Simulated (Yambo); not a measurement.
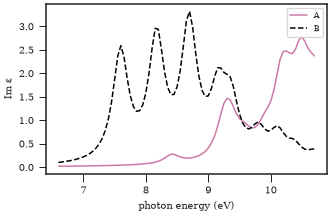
Figure: Two computed absorption spectra of KCl (rock salt, space group Fm-3m, No. 225) (Yambo, LDA bands with the same scissor, field along x)

### Question
Which curve includes the electron-hole attraction (BSE)?

### Answer
Curve B: the attraction moves weight to lower energy (centre of the plotted range 8.7 eV against 9.9 eV). Settings: 6×6×6 mesh, 3 valence and 1 conduction bands, static screening with 30 bands and a 4 Ry block, scissor 3.30 eV, Tamm-Dancoff. The scissor comes from a G0W0 run whose convergence isn't established. Broadening 0.15 eV. The band window holds all transitions up to 10.7 eV. On this mesh the peak heights and the fine structure are mesh artefacts; only the shift of weight is robust.

Geometry relaxed with LDA; primitive cell a = 4.296 Å, b = 4.296 Å, c = 4.296 Å, α = 60.00°, β = 60.00°, γ = 60.00°.
